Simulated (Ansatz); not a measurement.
# SiNH (singlet): B2PLYP, RKS PBE0, RPA-PBE over a scan of the scale of all distances, 6-31G, part 2 of 2

Ansatz 0.2.0, Gaussian basis; 6-31G, all electrons in the functionals, frozen cores in the correlation of double hybrids and RPA.

## (15) RKS PBE0, 2.369

in.yaml

```yaml
crystal:
  periodic: [false, false, false]
  atoms:
    - {symbol: Si, position_ang: [0.000000, 0.000000, 3.230439]}
    - {symbol: N, position_ang: [0.000000, 0.000000, -0.431175]}
    - {symbol: H, position_ang: [0.000000, 0.000000, -2.799265]}
basis:
  gaussian: {orbitals: 6-31G}
hamiltonian: {xc: {name: PBE0}}
```

Started as:

```
$ ansatz run in.yaml --threads 1 --pin off --events-out ev --progress --plain --max-ram 2393MiB
```

Log (excerpt; [...] marks lines left out):

```text
Functional definition: PBE0
  name "PBE0"
  cite "Adamo & Barone, J. Chem. Phys. 110, 6158 (1999) doi:10.1063/1.478522"
  cite "Perdew, Burke & Ernzerhof, Phys. Rev. Lett. 77, 3865 (1996) doi:10.1103/PhysRevLett.77.3865"
  parent pbe
[...]
304 factors; integrals over basis functions are off by at most 2.4e-4 eV
[...]
mean field -9362.66224531 eV, -344.0714912749 hartree, gradient 3.3e-6 eV, S^2 0.000000; 11 other end points of the search recorded, 0 dependent functions left out
reference -9362.66226866 eV, -344.0714921328 hartree; 11, 11 occupied and 13, 13 virtual orbitals, 304 factors
Total energy: -9362.66226866 eV, -344.0714921328 hartree
```

It took 6 s on 1 thread of Intel Xeon at 2.50GHz, shared host.

## (16) RPA-PBE, 0.887

in.yaml

```yaml
crystal:
  periodic: [false, false, false]
  atoms:
    - {symbol: Si, position_ang: [0.000000, 0.000000, 1.209540]}
    - {symbol: N, position_ang: [0.000000, 0.000000, -0.161440]}
    - {symbol: H, position_ang: [0.000000, 0.000000, -1.048100]}
basis:
  gaussian: {orbitals: 6-31G}
hamiltonian: {xc: {name: PBE}}
correlation: {method: rpa, electrons: outside_noble_gas}
```

Same command.

Log (excerpt; [...] marks lines left out):

```text
Functional definition: PBE
  name "PBE"
  cite "Perdew, Burke & Ernzerhof, Phys. Rev. Lett. 77, 3865 (1996) doi:10.1103/PhysRevLett.77.3865"
  parent pbe
[...]
307 factors; integrals over basis functions are off by at most 1.9e-4 eV
[...]
mean field -9373.48285397 eV, -344.4691413084 hartree, gradient 1.1e-6 eV, S^2 0.000000; 0 other end points of the search recorded, 0 dependent functions left out
6 core orbitals not correlated: weight in the atoms' cores, before any rotation towards them, 1.000 or more for the frozen orbitals, at most 0.000 for the correlated occupied ones
reference -9354.93095663 eV, -343.7873716564 hartree; 5, 5 occupied and 13, 13 virtual orbitals, 307 factors
Total energy: -9361.52585676 eV, -344.0297297657 hartree
```

It took 3.2 s on 1 thread of Intel Xeon at 2.50GHz, shared host.

## (17) RPA-PBE, 1.000

in.yaml

```yaml
crystal:
  periodic: [false, false, false]
  atoms:
    - {symbol: Si, position_ang: [0.000000, 0.000000, -1.363630]}
    - {symbol: N, position_ang: [0.000000, 0.000000, 0.182007]}
    - {symbol: H, position_ang: [0.000000, 0.000000, 1.181623]}
basis:
  gaussian: {orbitals: 6-31G}
hamiltonian: {xc: {name: PBE}}
correlation: {method: rpa, electrons: outside_noble_gas}
```

Same command.

Log (excerpt; [...] marks lines left out):

```text
Functional definition: PBE
  name "PBE"
  cite "Perdew, Burke & Ernzerhof, Phys. Rev. Lett. 77, 3865 (1996) doi:10.1103/PhysRevLett.77.3865"
  parent pbe
[...]
305 factors; integrals over basis functions are off by at most 2.4e-4 eV
[...]
mean field -9375.79052941 eV, -344.5539468168 hartree, gradient 2.2e-6 eV, S^2 0.000000; 0 other end points of the search recorded, 0 dependent functions left out
6 core orbitals not correlated: weight in the atoms' cores, before any rotation towards them, 1.000 or more for the frozen orbitals, at most 0.000 for the correlated occupied ones
reference -9356.70320416 eV, -343.8525005516 hartree; 5, 5 occupied and 13, 13 virtual orbitals, 305 factors
Total energy: -9364.00041364 eV, -344.1206680536 hartree
```

It took 3.2 s on 1 thread of Intel Xeon at 2.50GHz, shared host.

## (18) RPA-PBE, 1.120

in.yaml

```yaml
crystal:
  periodic: [false, false, false]
  atoms:
    - {symbol: Si, position_ang: [0.000000, 0.000000, -1.527266]}
    - {symbol: N, position_ang: [0.000000, 0.000000, 0.203848]}
    - {symbol: H, position_ang: [0.000000, 0.000000, 1.323418]}
basis:
  gaussian: {orbitals: 6-31G}
magnetization: {spin_polarized: true, initial_magnetization: 0}
hamiltonian: {xc: {name: PBE}}
correlation: {method: rpa, electrons: outside_noble_gas}
```

Launched as before.

Log (excerpt; [...] marks lines left out):

```text
Functional definition: PBE
  name "PBE"
  cite "Perdew, Burke & Ernzerhof, Phys. Rev. Lett. 77, 3865 (1996) doi:10.1103/PhysRevLett.77.3865"
  parent pbe
[...]
304 factors; integrals over basis functions are off by at most 2.7e-4 eV
[...]
mean field -9375.45082275 eV, -344.5414628271 hartree, gradient 1.8e-6 eV, S^2 0.000000; 0 other end points of the search recorded, 0 dependent functions left out
6 core orbitals not correlated: weight in the atoms' cores, before any rotation towards them, 1.000 or more for the frozen orbitals, at most 0.000 for the correlated occupied ones
reference -9355.66777073 eV, -343.8144490748 hartree; 5, 5 occupied and 13, 13 virtual orbitals, 304 factors
Total energy: -9363.83020830 eV, -344.1144131231 hartree
```

Run time: 2.9 s. Hardware: 1 thread of Intel Xeon at 2.50GHz, shared host.

From the report: ⟨S²⟩ of the determinant 0.000 (pure singlet: 0.00).

From 1.000: +0.170 eV.

## (19) RPA-PBE, 1.322

in.yaml

```yaml
crystal:
  periodic: [false, false, false]
  atoms:
    - {symbol: Si, position_ang: [0.000000, 0.000000, 1.802719]}
    - {symbol: N, position_ang: [0.000000, 0.000000, -0.240613]}
    - {symbol: H, position_ang: [0.000000, 0.000000, -1.562106]}
basis:
  gaussian: {orbitals: 6-31G}
magnetization: {spin_polarized: true, initial_magnetization: 0}
hamiltonian: {xc: {name: PBE}}
correlation: {method: rpa, electrons: outside_noble_gas}
```

Launched as before.

Log (excerpt; [...] marks lines left out):

```text
Functional definition: PBE
  name "PBE"
  cite "Perdew, Burke & Ernzerhof, Phys. Rev. Lett. 77, 3865 (1996) doi:10.1103/PhysRevLett.77.3865"
  parent pbe
[...]
304 factors; integrals over basis functions are off by at most 2.5e-4 eV
[...]
mean field -9372.79477395 eV, -344.4438548342 hartree, gradient 1.0e-5 eV, S^2 0.000000; 6 other end points of the search recorded, 0 dependent functions left out
6 core orbitals not correlated: weight in the atoms' cores, before any rotation towards them, 1.000 or more for the frozen orbitals, at most 0.000 for the correlated occupied ones
reference -9351.72796394 eV, -343.6696638459 hartree; 5, 5 occupied and 13, 13 virtual orbitals, 304 factors
Total energy: -9361.50887063 eV, -344.0291055370 hartree
```

Run time: 6.5 s. Hardware: 1 thread of Intel Xeon at 2.50GHz, shared host.

From the report: ⟨S²⟩ of the determinant 0.000 (pure singlet: 0.00).

From 1.000: +2.492 eV.

## (20) RPA-PBE, 1.516

in.yaml

```yaml
crystal:
  periodic: [false, false, false]
  atoms:
    - {symbol: Si, position_ang: [0.000000, 0.000000, 2.067263]}
    - {symbol: N, position_ang: [0.000000, 0.000000, -0.275923]}
    - {symbol: H, position_ang: [0.000000, 0.000000, -1.791340]}
basis:
  gaussian: {orbitals: 6-31G}
magnetization: {spin_polarized: true, initial_magnetization: 0}
hamiltonian: {xc: {name: PBE}}
correlation: {method: rpa, electrons: outside_noble_gas}
```

Launched as before.

Log (excerpt; [...] marks lines left out):

```text
Functional definition: PBE
  name "PBE"
  cite "Perdew, Burke & Ernzerhof, Phys. Rev. Lett. 77, 3865 (1996) doi:10.1103/PhysRevLett.77.3865"
  parent pbe
[...]
304 factors; integrals over basis functions are off by at most 2.6e-4 eV
[...]
mean field -9370.36702314 eV, -344.3546366375 hartree, gradient 2.3e-6 eV, S^2 0.980455; 11 other end points of the search recorded, 0 dependent functions left out
6 core orbitals not correlated: weight in the atoms' cores, before any rotation towards them, 1.000 or more for the frozen orbitals, at most 0.000 for the correlated occupied ones
reference -9350.82370636 eV, -343.6364329929 hartree; 5, 5 occupied and 13, 13 virtual orbitals, 304 factors
Total energy: -9359.10363425 eV, -343.9407147304 hartree
```

It took 14 s on 1 thread of Intel Xeon at 2.50GHz, shared host.

From the report: ⟨S²⟩ of the determinant 0.980 (pure singlet: 0.00). The determinant is far from a pure spin state, so its energy mixes those of several spin states (harmless only where they are near-degenerate, as at dissociation).

From 1.000: +4.897 eV.

## (21) RPA-PBE, 1.769

in.yaml

```yaml
crystal:
  periodic: [false, false, false]
  atoms:
    - {symbol: Si, position_ang: [0.000000, 0.000000, 2.412261]}
    - {symbol: N, position_ang: [0.000000, 0.000000, -0.321970]}
    - {symbol: H, position_ang: [0.000000, 0.000000, -2.090291]}
basis:
  gaussian: {orbitals: 6-31G}
magnetization: {spin_polarized: true, initial_magnetization: 0}
hamiltonian: {xc: {name: PBE}}
correlation: {method: rpa, electrons: outside_noble_gas}
```

The command is unchanged.

Log (excerpt; [...] marks lines left out):

```text
Functional definition: PBE
  name "PBE"
  cite "Perdew, Burke & Ernzerhof, Phys. Rev. Lett. 77, 3865 (1996) doi:10.1103/PhysRevLett.77.3865"
  parent pbe
[...]
304 factors; integrals over basis functions are off by at most 2.1e-4 eV
[...]
mean field -9368.33692753 eV, -344.2800319997 hartree, gradient 2.9e-6 eV, S^2 1.661598; 19 other end points of the search recorded, 0 dependent functions left out
6 core orbitals not correlated: weight in the atoms' cores, before any rotation towards them, 1.000 or more for the frozen orbitals, at most 0.000 for the correlated occupied ones
reference -9350.23115946 eV, -343.6146572958 hartree; 5, 5 occupied and 13, 13 virtual orbitals, 304 factors
Total energy: -9357.37751125 eV, -343.8772808802 hartree
```

Wall time 17 s (1 thread of Intel Xeon at 2.50GHz, shared host).

From the report: ⟨S²⟩ of the determinant 1.662 (pure singlet: 0.00). The determinant is far from a pure spin state, so its energy mixes those of several spin states (harmless only where they are near-degenerate, as at dissociation).

From 1.000: +6.623 eV.

## (22) RPA-PBE, 2.037

in.yaml

```yaml
crystal:
  periodic: [false, false, false]
  atoms:
    - {symbol: Si, position_ang: [0.000000, 0.000000, 2.777714]}
    - {symbol: N, position_ang: [0.000000, 0.000000, -0.370748]}
    - {symbol: H, position_ang: [0.000000, 0.000000, -2.406966]}
basis:
  gaussian: {orbitals: 6-31G}
magnetization: {spin_polarized: true, initial_magnetization: 0}
hamiltonian: {xc: {name: PBE}}
correlation: {method: rpa, electrons: outside_noble_gas}
```

Launched as before.

Log (excerpt; [...] marks lines left out):

```text
Functional definition: PBE
  name "PBE"
  cite "Perdew, Burke & Ernzerhof, Phys. Rev. Lett. 77, 3865 (1996) doi:10.1103/PhysRevLett.77.3865"
  parent pbe
[...]
304 factors; integrals over basis functions are off by at most 2.2e-4 eV
[...]
mean field -9367.27657402 eV, -344.2410647271 hartree, gradient 2.9e-8 eV, S^2 2.332876; 26 other end points of the search recorded, 0 dependent functions left out
6 core orbitals not correlated: weight in the atoms' cores, before any rotation towards them, 1.000 or more for the frozen orbitals, at most 0.000 for the correlated occupied ones
reference -9351.37139144 eV, -343.6565600484 hartree; 5, 5 occupied and 13, 13 virtual orbitals, 304 factors
Total energy: -9356.69167025 eV, -343.8520766882 hartree
```

It took 33 s on 1 thread of Intel Xeon at 2.50GHz, shared host.

From the report: ⟨S²⟩ of the determinant 2.333 (pure singlet: 0.00). The determinant is far from a pure spin state, so its energy mixes those of several spin states (harmless only where they are near-degenerate, as at dissociation).

From 1.000: +7.309 eV.

## (23) RPA-PBE, 2.369

in.yaml

```yaml
crystal:
  periodic: [false, false, false]
  atoms:
    - {symbol: Si, position_ang: [0.000000, 0.000000, 3.230439]}
    - {symbol: N, position_ang: [0.000000, 0.000000, -0.431175]}
    - {symbol: H, position_ang: [0.000000, 0.000000, -2.799265]}
basis:
  gaussian: {orbitals: 6-31G}
magnetization: {spin_polarized: true, initial_magnetization: 0}
hamiltonian: {xc: {name: PBE}}
correlation: {method: rpa, electrons: outside_noble_gas}
```

Launched as before.

Log (excerpt; [...] marks lines left out):

```text
Functional definition: PBE
  name "PBE"
  cite "Perdew, Burke & Ernzerhof, Phys. Rev. Lett. 77, 3865 (1996) doi:10.1103/PhysRevLett.77.3865"
  parent pbe
[...]
304 factors; integrals over basis functions are off by at most 2.4e-4 eV
[...]
mean field -9366.75492719 eV, -344.2218945599 hartree, gradient 7.8e-6 eV, S^2 2.691166; 23 other end points of the search recorded, 0 dependent functions left out
6 core orbitals not correlated: weight in the atoms' cores, before any rotation towards them, 1.000 or more for the frozen orbitals, at most 0.000 for the correlated occupied ones
reference -9352.02655659 eV, -343.6806369236 hartree; 5, 5 occupied and 13, 13 virtual orbitals, 304 factors
Total energy: -9356.52714408 eV, -343.8460304629 hartree
```

Run time: 27 s. Hardware: 1 thread of Intel Xeon at 2.50GHz, shared host.

From the report: ⟨S²⟩ of the determinant 2.691 (pure singlet: 0.00). The determinant is far from a pure spin state, so its energy mixes those of several spin states (harmless only where they are near-degenerate, as at dissociation).

From 1.000: +7.473 eV.

## (24) The comparison

The yardstick is full CI for this spin, exact in this basis with these frozen cores. It comes from earlier runs at the same points. Energies in eV, counted from 1.000; blanks weren't run or aren't comparable.

```
   level  0.887  1.000  1.120  1.322  1.516  1.769   2.037   2.369
     FCI  2.383  0.000  0.261  2.699  4.993          7.396   7.666
  B2PLYP  2.232  0.000  0.381  3.630  5.970  7.639   8.231   8.493
RKS PBE0  2.122  0.000  0.564  3.623  6.690  9.812  12.068  13.635
 RPA-PBE  2.475  0.000  0.170  2.492  4.897  6.623   7.309   7.473
```

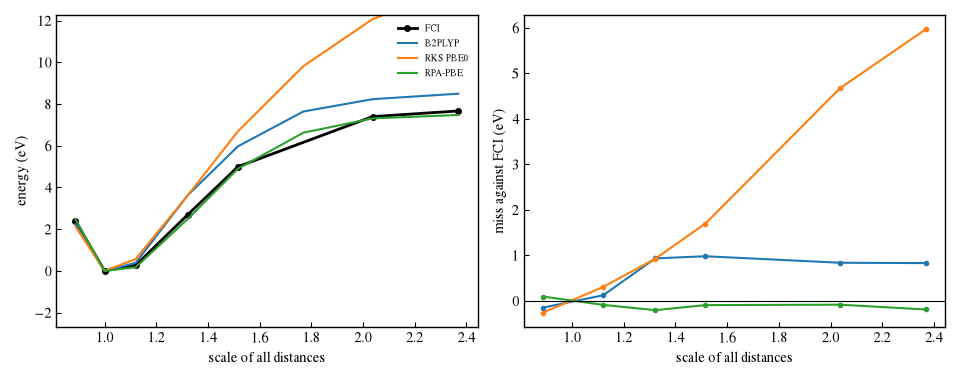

Left: the curves (the axis may cut off levels that run far away). Right: misses against FCI, in the same colours.

Largest miss and mean time a point (FCI took 7.4 min a point; shared hosts):

```
   level  largest miss (eV)  where  time a point
  B2PLYP             +0.978  1.516          10 s
RKS PBE0             +5.969  2.369         2.4 s
 RPA-PBE             -0.207  1.322          13 s
```

## (25) What came out

The summary covers parts 1 to 2.

```
                                        quantity              value
span of the FCI curve (points where it is known)           7.666 eV
                            largest miss, B2PLYP  +0.978 eV (1.516)
                          largest miss, RKS PBE0  +5.969 eV (2.369)
                           largest miss, RPA-PBE  -0.207 eV (1.322)
```

In words: Misses are known at 6 of 7 points at best, and only functionals with that many are ranked. Of the functionals, RPA-PBE keep the smallest largest miss at the points compared (at most 0.207 eV) and RKS PBE0 strays most (5.969 eV, at 2.369). B2PLYP, RPA-PBE clearly break the spin symmetry at some points (⟨S²⟩ up to 2.89 above the pure value), so energy there is bought with a mixed spin. Functionals and the yardstick converge differently with the basis, so part of each miss in 6-31G is the basis.
